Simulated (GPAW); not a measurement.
# Polarising WGe2As4 monolayer with a field along the normal

The dipole of the cell at several fields, atoms fixed. What does the strongest field give, and what length does the slope stand for?

**Method.** GPAW 26.7.0, plane waves (400 eV), PAW setups, PBE, 9×9 mesh, a dipole layer in the vacuum; geometry relaxed without an applied field with GPAW. The cell's area is 11.76 Å², and e/ε0 = 180.95 V Å.

Results, with one row withheld:

| field (V/Å) | dipole (e Å) |
| --- | --- |
| −0.2 | −0.1603 |
| −0.1 | −0.0802 |
| −0.05 | −0.0401 |
| 0.05 | 0.0401 |
| 0.1 | 0.0802 |
| 0.2 | 0.1603 |
| 0.3 | ? |

Q: What is the dipole at 0.3 V/Å?

A: A line through the 6 points has the slope α = 0.802 e Å per V/Å and the intercept p₀ = 0.0000 e Å (r.m.s. residual 2.8e−05). At 0.3 V/Å it gives p = 0.0000 + 0.802 × 0.3 = 0.2405 e Å; the run gives 0.2406 e Å, so the response stays linear to 0.0 % of the induced part. Dividing by ε0 and the area: α/(ε0 A) = 0.802 × 180.95 / 11.76 = 12.33 Å, against 10.23 Å between the outer nuclei.

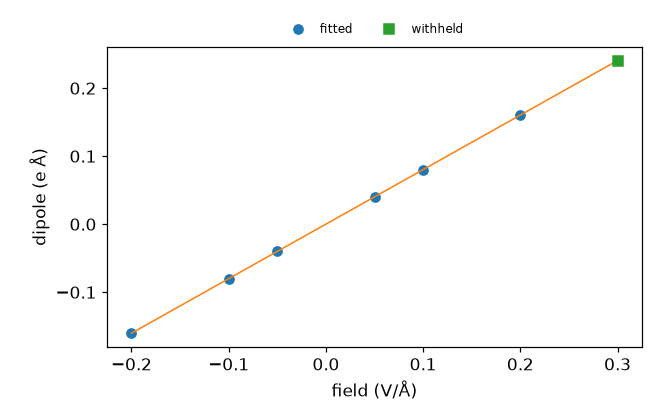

The line and the withheld run.

Caveats: This is the electronic response alone; ions that move would add to it in polar layers. No run was spin-polarised, so magnetic states weren't tested. Spin-orbit coupling is left out, which matters for the heavier atoms here.
